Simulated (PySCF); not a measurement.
# Two runs on C6H10O2Si2

System: C6H10O2Si2.
Method of the first run: GIAO PBE0/pcSseg-1 NMR shielding, non-relativistic, IEF-PCM methanol (PySCF 2.14.0).

The geometry comes from this level: PBE0-D3(BJ)/def2-SVP. Text and figures count atoms from 1; the logs count them from 0 in places.

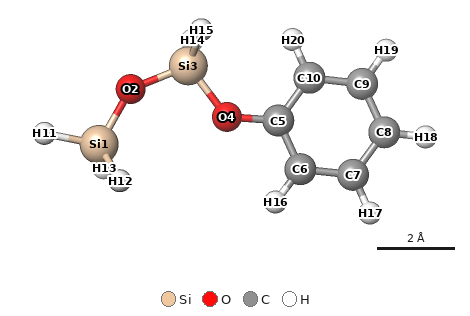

Figure 1. The input geometry (ball-and-stick view, seen on its broad side; atoms are numbered from 1 in the order of the input).

### Input, the first run
```
{"job": {"kind": "nmr", "xc": "PBE0", "basis": "pcSseg-1", "solvent": "methanol", "pop": false}, "charge": 0, "multiplicity": 1}
Si     2.967901     0.104402    -0.113074
O      2.037587     1.437975     0.252676
Si     0.506463     1.827717     0.694858
O     -0.402844     0.468767     0.336594
C     -1.722791     0.224052     0.494252
C     -2.207453    -1.026185     0.097205
C     -3.558411    -1.324093     0.240239
C     -4.440509    -0.385237     0.777462
C     -3.954628     0.859154     1.171952
C     -2.602518     1.168919     1.033568
H      4.353161     0.584874    -0.372675
H      2.440284    -0.583284    -1.326883
H      2.975257    -0.851794     1.033508
H      0.436072     2.108340     2.155401
H      0.034335     2.993223    -0.098663
H     -1.503495    -1.747696    -0.321516
H     -3.927112    -2.303934    -0.073040
H     -5.500332    -0.623530     0.887828
H     -4.632734     1.604494     1.594642
H     -2.233118     2.149443     1.347289
```

The first line tells a small driver script what to run in PySCF; the rest is the geometry in Å.

Command:
```bash
OMP_NUM_THREADS=1 python <driver script> task.json out
```

Hardware: 1 CPU thread, shared host.

### Output (the first run)
```
coarse grid: 18136 points
cycle   1  E = -963.2175818226  dE =  1.453e+00  |g| = 9.305e-01  |ddm| = 4.339e+00
cycle   2  E = -963.0098721815  dE =  2.077e-01  |g| = 1.412e+00  |ddm| = 1.797e+00
cycle   3  E = -963.3709710576  dE = -3.611e-01  |g| = 1.270e-01  |ddm| = 1.208e+00
cycle   4  E = -963.3740467557  dE = -3.076e-03  |g| = 4.452e-02  |ddm| = 1.326e-01
cycle   5  E = -963.3744475464  dE = -4.008e-04  |g| = 1.187e-02  |ddm| = 3.721e-02
cycle   6  E = -963.3744712562  dE = -2.371e-05  |g| = 3.656e-03  |ddm| = 1.063e-02
cycle   7  E = -963.3744737602  dE = -2.504e-06  |g| = 8.714e-04  |ddm| = 3.251e-03
final grid: 167240 points
cycle   8  E = -963.4524980907  dE = -2.005e-05  |g| = 1.169e-02  |ddm| = 3.963e-02
cycle   9  E = -963.4524670076  dE =  3.108e-05  |g| = 1.762e-02  |ddm| = 2.199e-02
cycle  10  E = -963.4525240943  dE = -5.709e-05  |g| = 1.351e-03  |ddm| = 1.377e-02
cycle  11  E = -963.4525245021  dE = -4.078e-07  |g| = 2.058e-04  |ddm| = 1.391e-03
cycle  12  E = -963.4525245090  dE = -6.851e-09  |g| = 1.029e-04  |ddm| = 2.381e-04
cycle  13  E = -963.4525245112  dE = -2.185e-09  |g| = 2.788e-05  |ddm| = 9.899e-05
cycle  14  E = -963.4525245113  dE = -1.571e-10  |g| = 5.117e-06  |ddm| = 2.931e-05
converged SCF energy = -963.4525245113

GIAO shielding tensors (ppm)
atom      isotropic    diamagn.    paramagn.     s11        s22        s33       span
  0 Si     387.093     879.114    -492.021    347.775    352.886    460.619    112.844
  1 O      310.716     401.001     -90.285    269.044    292.992    370.110    101.066
  2 Si     383.080     881.624    -498.543    361.683    381.779    405.780     44.097
  3 O      207.065     405.818    -198.753    163.503    220.670    237.020     73.517
  4 C       23.949     245.430    -221.481    -71.667     28.945    114.570    186.236
  5 C       60.468     253.248    -192.781    -29.260     48.384    162.279    191.539
  6 C       48.037     252.540    -204.502    -62.352     31.933    174.532    236.884
  7 C       57.718     254.253    -196.535    -49.951     44.216    178.888    228.839
  8 C       48.350     252.142    -203.793    -61.628     32.670    174.007    235.636
  9 C       63.687     258.636    -194.949    -24.217     54.135    161.144    185.360
 10 H       26.260      27.651      -1.390     22.867     24.559     31.355      8.489
 11 H       26.058      31.018      -4.961     22.616     25.030     30.527      7.910
 12 H       26.112      30.097      -3.985     23.165     24.564     30.607      7.441
 13 H       25.912      30.227      -4.316     22.091     25.094     30.550      8.458
 14 H       25.944      30.284      -4.340     22.103     24.979     30.751      8.648
 15 H       23.945      34.146     -10.201     19.999     23.771     28.065      8.066
 16 H       23.576      29.000      -5.424     20.130     24.224     26.373      6.243
 17 H       23.945      26.575      -2.630     20.692     24.986     26.157      5.465
 18 H       23.649      27.015      -3.366     20.169     24.206     26.573      6.404
 19 H       24.350      32.314      -7.964     19.887     24.308     28.854      8.966
```

The input of the second run differs as follows (lines with − go, lines with + come):
```diff
-"solvent": "methanol"
-"pop": false
+"solvent": "benzene"
+"pop": true
```

Predict how the results change.

The total energy of the second run is 2.0 kcal/mol higher: the change of the electrostatic solvation energy at this fixed geometry, without cavity or dispersion terms. The HOMO goes from −6.81 to −6.75 eV. The dipole moment goes from 0.72 to 0.56 D. Of all shieldings, the largest change is that of Si3, by +1.1 ppm. The number of SCF iterations is the same.

### Output (the second run)
```
coarse grid: 18136 points
cycle   1  E = -963.2118157004  dE =  1.459e+00  |g| = 9.351e-01  |ddm| = 4.340e+00
cycle   2  E = -962.9924715732  dE =  2.193e-01  |g| = 1.434e+00  |ddm| = 1.859e+00
cycle   3  E = -963.3673721609  dE = -3.749e-01  |g| = 1.318e-01  |ddm| = 1.258e+00
cycle   4  E = -963.3707001412  dE = -3.328e-03  |g| = 4.692e-02  |ddm| = 1.421e-01
cycle   5  E = -963.3711567489  dE = -4.566e-04  |g| = 1.169e-02  |ddm| = 4.071e-02
cycle   6  E = -963.3711800983  dE = -2.335e-05  |g| = 3.898e-03  |ddm| = 1.104e-02
cycle   7  E = -963.3711832033  dE = -3.105e-06  |g| = 8.357e-04  |ddm| = 3.566e-03
final grid: 167240 points
cycle   8  E = -963.4492331502  dE = -2.000e-05  |g| = 1.163e-02  |ddm| = 3.888e-02
cycle   9  E = -963.4492016361  dE =  3.151e-05  |g| = 1.760e-02  |ddm| = 2.218e-02
cycle  10  E = -963.4492589228  dE = -5.729e-05  |g| = 1.397e-03  |ddm| = 1.395e-02
cycle  11  E = -963.4492593608  dE = -4.379e-07  |g| = 2.497e-04  |ddm| = 1.555e-03
cycle  12  E = -963.4492593711  dE = -1.038e-08  |g| = 1.256e-04  |ddm| = 3.051e-04
cycle  13  E = -963.4492593749  dE = -3.729e-09  |g| = 2.781e-05  |ddm| = 1.276e-04
cycle  14  E = -963.4492593751  dE = -1.771e-10  |g| = 5.957e-06  |ddm| = 3.247e-05
converged SCF energy = -963.4492593751

GIAO shielding tensors (ppm)
atom      isotropic    diamagn.    paramagn.     s11        s22        s33       span
  0 Si     387.487     879.159    -491.672    347.953    353.333    461.174    113.221
  1 O      311.060     400.820     -89.759    268.678    293.404    371.098    102.420
  2 Si     384.189     881.647    -497.458    363.043    381.024    408.498     45.454
  3 O      206.356     405.738    -199.382    162.755    219.758    236.554     73.799
  4 C       23.882     245.334    -221.451    -71.364     28.422    114.589    185.953
  5 C       60.118     253.267    -193.149    -29.830     48.461    161.722    191.552
  6 C       48.279     252.656    -204.377    -62.348     33.526    173.658    236.006
  7 C       58.040     254.075    -196.035    -49.521     45.722    177.918    227.439
  8 C       48.963     252.133    -203.170    -61.053     34.847    173.095    234.149
  9 C       64.254     258.805    -194.551    -23.829     56.603    159.989    183.818
 10 H       26.266      27.672      -1.407     22.881     24.564     31.351      8.470
 11 H       26.044      31.043      -4.999     22.601     25.024     30.508      7.908
 12 H       26.114      30.141      -4.027     23.164     24.572     30.607      7.443
 13 H       25.930      30.300      -4.370     22.116     25.117     30.556      8.440
 14 H       25.962      30.351      -4.389     22.127     24.998     30.761      8.634
 15 H       24.033      34.365     -10.332     20.122     23.796     28.181      8.059
 16 H       23.719      29.043      -5.324     20.326     24.296     26.536      6.210
 17 H       24.091      26.455      -2.365     20.865     25.077     26.330      5.465
 18 H       23.819      27.008      -3.189     20.376     24.318     26.764      6.388
 19 H       24.549      32.633      -8.084     20.161     24.415     29.070      8.910
```

### The two runs side by side

| quantity | the first run | the second run |
| --- | --- | --- |
| outcome | converged | converged |
| total energy (hartree) | −963.452525 | −963.449259 |
| HOMO (eV) | −6.81 | −6.75 |
| LUMO (eV) | −0.39 | −0.35 |
| dipole moment (D) | 0.72 | 0.56 |
| shielding of Si1 (ppm) | 387.1 | 387.5 |
| shielding of O2 (ppm) | 310.7 | 311.1 |
| shielding of Si3 (ppm) | 383.1 | 384.2 |
| shielding of O4 (ppm) | 207.1 | 206.4 |
| shielding of C6 (ppm) | 60.5 | 60.1 |
| shielding of C9 (ppm) | 48.3 | 49.0 |
| shielding of C10 (ppm) | 63.7 | 64.3 |
| SCF iterations | 14 | 14 |
| basis functions | 234 | 234 |
| wall time (shared host) | 49 s | 52 s |
